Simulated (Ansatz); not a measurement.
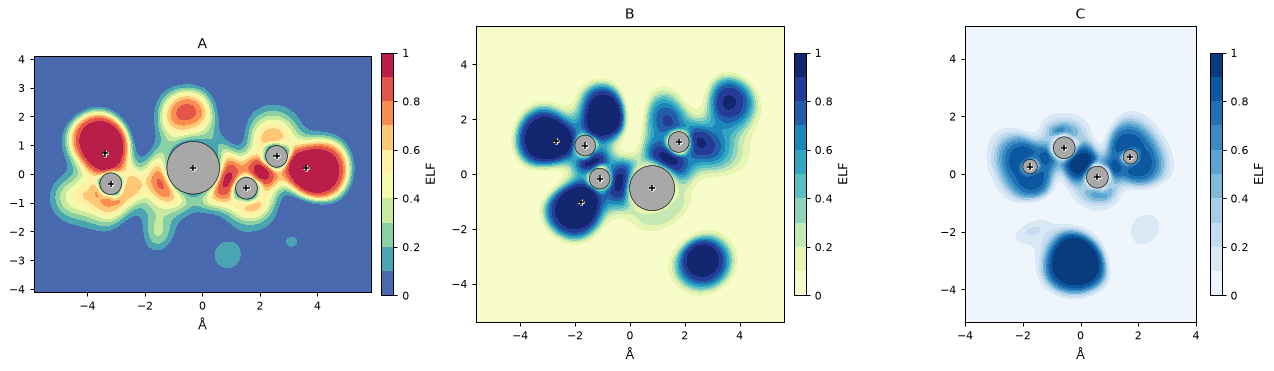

The ELF of 3 systems, each on a plane through atoms (crosses mark nuclei in the plane; grey discs cover the cores).

All numbers below come from RKS PBE0-D4/def2-TZVPP (Ansatz).

System 1: C8H12Ge, the plane of atoms C2, Ge3 and C4. Geometry: PBE0-D4/def2-TZVP.

```csv
atom,x (Å),y (Å),z (Å)
C,-1.4144,2.0004,-0.8392
C,-0.1718,1.5510,-0.7064
Ge,0.2568,-0.0994,0.2254
C,1.7783,0.1880,1.4011
C,2.2929,1.3853,1.6562
C,-1.2832,-0.6739,1.2668
C,-2.0614,-1.6884,0.9081
C,0.6855,-1.4817,-1.0742
C,0.3907,-1.3755,-2.3646
H,-1.6429,2.9139,-1.3825
H,-2.2618,1.4715,-0.4107
H,0.6403,2.1156,-1.1607
H,2.2263,-0.6830,1.8768
H,1.8869,2.2913,1.2146
H,3.1434,1.5183,2.3200
H,-1.5120,-0.1319,2.1826
H,-2.9210,-1.9939,1.4994
H,-1.8722,-2.2600,0.0033
H,1.1881,-2.3817,-0.7245
H,0.6365,-2.1569,-3.0792
H,-0.1098,-0.4980,-2.7654
```

System 2: C6H15Ga, the plane of atoms C2, C1 and H8. Geometry: PBE0-D4/def2-TZVP.

```xyz
22

C    -0.9272   -2.4956    1.3509
C    -1.3089   -1.2211    0.6040
C    -1.5192   -1.4843   -0.8825
Ga   -0.0343    0.2667    0.9666
C     0.6015    1.4988   -0.4640
C     1.7806    0.8347   -1.1766
C     0.9832    2.8770    0.0576
H    -1.6856   -3.2770    1.2180
H    -0.8119   -2.3255    2.4243
H     0.0182   -2.9087    0.9835
H    -2.2601   -0.8610    1.0244
H    -2.2850   -2.2522   -1.0478
H    -1.8329   -0.5874   -1.4230
H    -0.6022   -1.8452   -1.3595
H     0.5341    0.4432    2.4360
H    -0.2134    1.6054   -1.1900
H     2.1584    1.4699   -1.9876
H     1.5132   -0.1292   -1.6201
H     2.6220    0.6638   -0.4960
H     0.1368    3.3975    0.5143
H     1.7695    2.8131    0.8163
H     1.3631    3.5172   -0.7489
```

System 3: C4H3F7, the plane of atoms F8, C6 and C9. Geometry: PBE0-D4/def2-TZVP.

```yaml
atoms:
  - { symbol: F, position_ang: [-2.4077, 1.5540, -0.4129] }
  - { symbol: C, position_ang: [-1.4354, 0.6366, -0.6976] }
  - { symbol: C, position_ang: [-0.7229, 0.2775, 0.5926] }
  - { symbol: F, position_ang: [-1.6160, -0.2062, 1.4739] }
  - { symbol: F, position_ang: [-0.1627, 1.3825, 1.1437] }
  - { symbol: C, position_ang: [0.4018, -0.7757, 0.4388] }
  - { symbol: F, position_ang: [-0.0509, -1.7858, -0.3274] }
  - { symbol: F, position_ang: [0.6960, -1.2619, 1.6551] }
  - { symbol: C, position_ang: [1.7119, -0.2309, -0.1496] }
  - { symbol: F, position_ang: [1.4802, 0.2771, -1.3798] }
  - { symbol: F, position_ang: [2.5791, -1.2461, -0.2701] }
  - { symbol: H, position_ang: [-0.7320, 1.0660, -1.4117] }
  - { symbol: H, position_ang: [-1.8941, -0.2620, -1.1149] }
  - { symbol: H, position_ang: [2.1398, 0.5455, 0.4889] }
```

> Match each panel to its system.

Panel A is system 2, C6H15Ga: the plane holds C, Ga and H. C–C (1.53 Å): the ELF peaks at about 0.95 between the atoms; localised, covalent bonding. Panel B is system 1, C8H12Ge: the plane holds C, Ge and H. C–C (1.33 Å): the ELF peaks at about 0.90 between the atoms (a multiple bond). Panel C is system 3, C4H3F7: the plane holds C and F. C–F (1.34 Å): the ELF peaks at about 0.85 between the atoms (a shared but strongly polarised pair).
